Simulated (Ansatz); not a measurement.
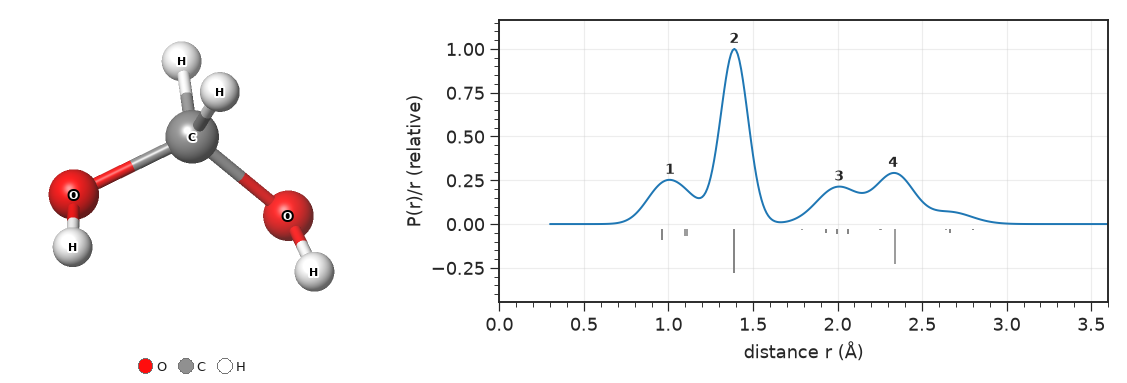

Simulated gas electron diffraction: radial distribution curve of CH4O2. Each pair of atoms contributes with weight ZᵢZⱼ/r (bars below the curve); damping constant 0.002 Å²; vibrational amplitudes assumed, not computed: 0.05 Å for bonds, 0.078 Å for bonds to H, 0.06 + 0.015 r up to 0.15 Å for other pairs. The geometry is the end point of an optimisation (Ansatz 0.2.0, RKS PBE0-D4/def2-SVP); it may be a saddle point or a higher isomer.

Question: Read the positions of the numbered peaks and name the main pairs (– for bonds).

Answer: Peak 1, 1.01 Å: O–H 0.96 Å (×2), C–H 1.10–1.11 Å (×2), not resolved
Peak 2, 1.39 Å: O–C 1.39 Å (×2)
Peak 3, 2.01 Å: C···H 1.93 Å (×2), O···H 2.00–2.06 Å (×4), not resolved
Peak 4, 2.33 Å: O···O 2.34 Å; in its flanks O···H 2.66–2.67 Å
